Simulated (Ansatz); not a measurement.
## Electronic structure of CH2Cl3Si (doublet) in real space

```yaml
atoms:
  - { symbol: C, position_ang: [-0.2269, 0.7232, 0.8890] }
  - { symbol: Si, position_ang: [0.1460, -0.4022, -0.4872] }
  - { symbol: Cl, position_ang: [1.3254, -1.9314, 0.1562] }
  - { symbol: Cl, position_ang: [-1.5599, -1.2063, -1.2640] }
  - { symbol: Cl, position_ang: [1.1013, 0.6028, -1.9775] }
  - { symbol: H, position_ang: [-0.2905, 0.3710, 1.9126] }
  - { symbol: H, position_ang: [-0.4340, 1.7750, 0.7251] }
```

Geometry: PBE0-D4/def2-TZVP.

Level of theory: UKS PBE0-D4/def2-TZVPP (Ansatz).

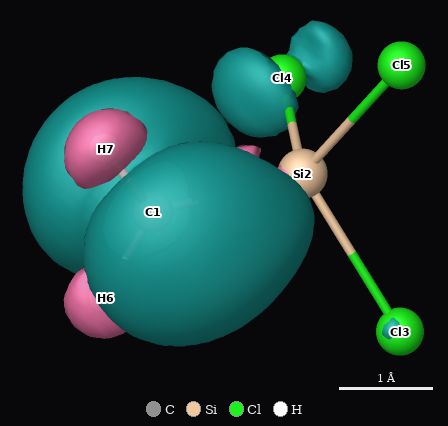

Figure 1. Isosurfaces of the spin density at +0.015 (teal) and −0.015 e/Å³ (pink), seen at a tilt.

### Which atoms carry the spin?

The unpaired spin (1 electron) lies mostly on C1 (about 0.8) and Si2 (about 0.1), in electrons by Hirshfeld's partition.

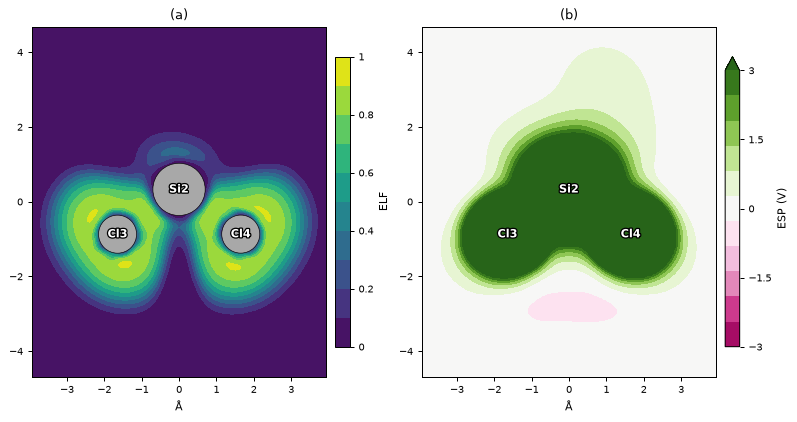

Figure 2. (a) electron localisation function; (b) electrostatic potential on the plane of atoms Cl3, Si2 and Cl4. Grey discs cover the atomic cores in the ELF map.

### What does the map show?

Atoms in the plane: Si and Cl. Si–Cl (2.04 Å): the ELF peaks at about 0.85 between the atoms, as expected for a shared but strongly polarised pair. The ELF also peaks beside Cl4 and Cl3, away from the bonds: non-bonding electrons, paired or unpaired. Outside the dense part of the molecule the potential is most negative (−0.3 V) near Cl4.

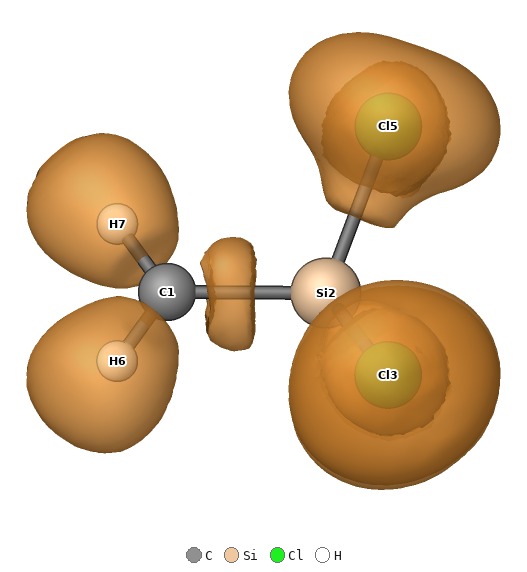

Figure 3. Isosurface of the ELF at 0.8 (orange), seen at an oblique angle. Core shells and regions of very low density are left out.

### Describe the localisation domains.

The ELF exceeds this value in one region between bonded C–Si atoms (shared pairs), two regions around hydrogen nuclei and three regions on Cl in which the atom's valence shell and bonds are merged. Along the contacts the grid gives the following. C–Si (1.82 Å): the ELF peaks at about 0.95 between the atoms (a shared electron pair).

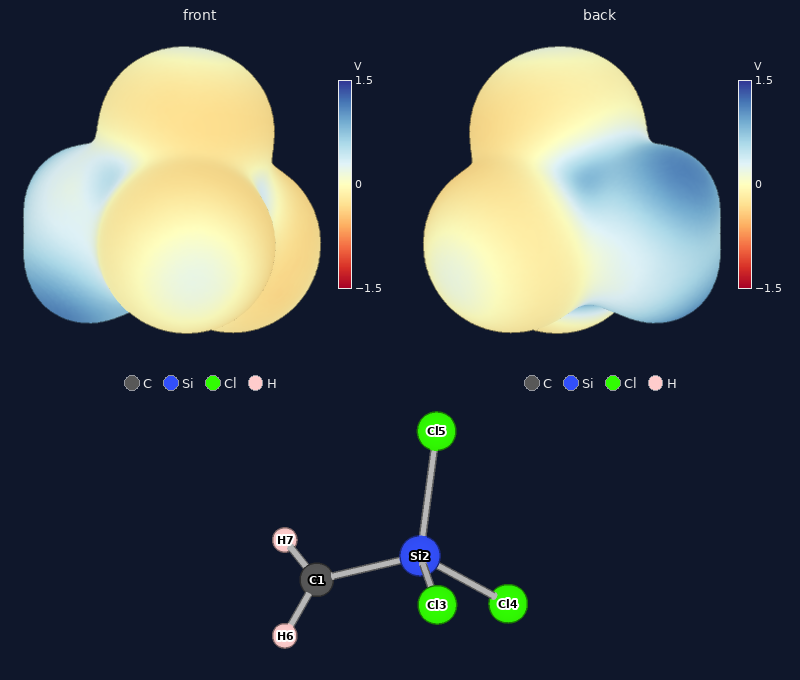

Figure 4. The electrostatic potential painted on the density surface at 0.001 e/bohr³, seen from the front and from behind; the colour scale runs from red (negative) to blue (positive). The bare structure is drawn below in the same view.

### Which sites attract a positive test charge, and which a negative one?

A positive charge is drawn to the negative regions and a negative charge to the positive ones. The most negative region (about −0.3 V) lies over Cl3, Cl4 and Cl5, the most positive (about +1.1 V) over H6 and H7.
